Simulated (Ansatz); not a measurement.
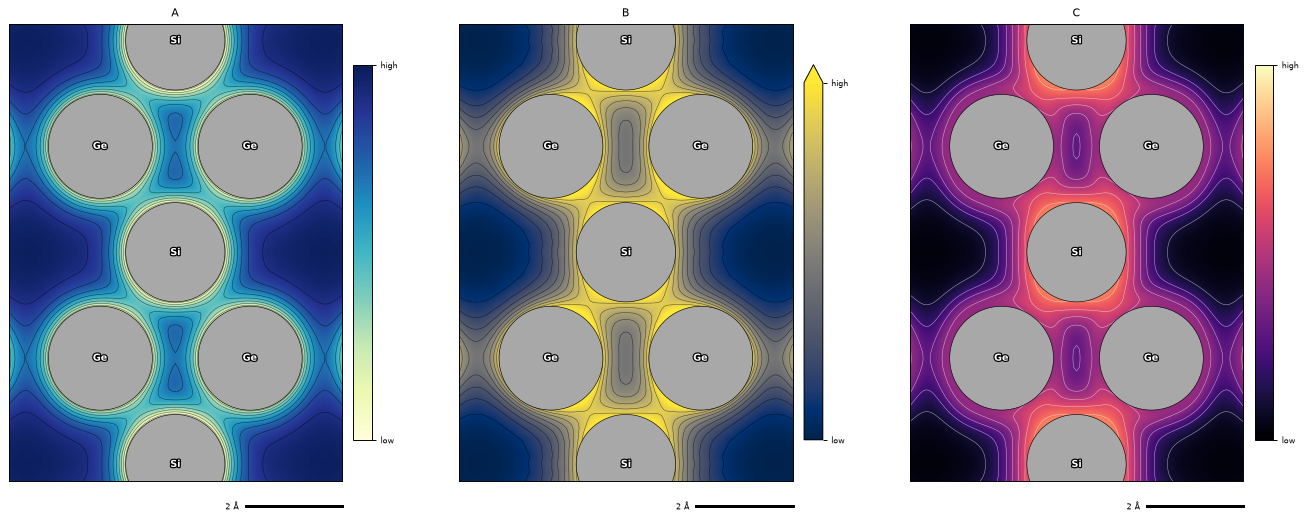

SiGe$_{2}$: 3 fields on the (110) plane of the conventional cell, with unlabelled colour scales. Grey discs cover the atomic cores.

Space group Fm-3m.

Method: Ansatz 0.2.0, DFT PBE, scalar-relativistic, plane waves, PAW.

```
Si Ge
1.0
     6.22071    0.00000    0.00000
     0.00000    6.22071    0.00000
     0.00000    0.00000    6.22071
Si Ge
4 8
Direct
  0.00000 0.00000 0.00000
  0.50000 0.50000 0.00000
  0.50000 0.00000 0.50000
  0.00000 0.50000 0.50000
  0.75000 0.25000 0.25000
  0.25000 0.75000 0.25000
  0.25000 0.25000 0.75000
  0.75000 0.75000 0.75000
  0.25000 0.25000 0.25000
  0.75000 0.75000 0.25000
  0.75000 0.25000 0.75000
  0.25000 0.75000 0.75000
```

> Match the panels to the quantities (electron localisation function, electrostatic potential energy of an electron and valence pseudo-density).

Panel A: electrostatic potential energy of an electron (low next to the atoms, rising into the space between them). Panel B: valence pseudo-density. Panel C: electron localisation function. From the grid: Si–Ge (2.69 Å): ρ at the midpoint is about 0.31 e/Å³; the ELF peaks at about 0.75 in the valence shell of Si, 0.9 Å from its nucleus, and is about 0.60 at the midpoint.
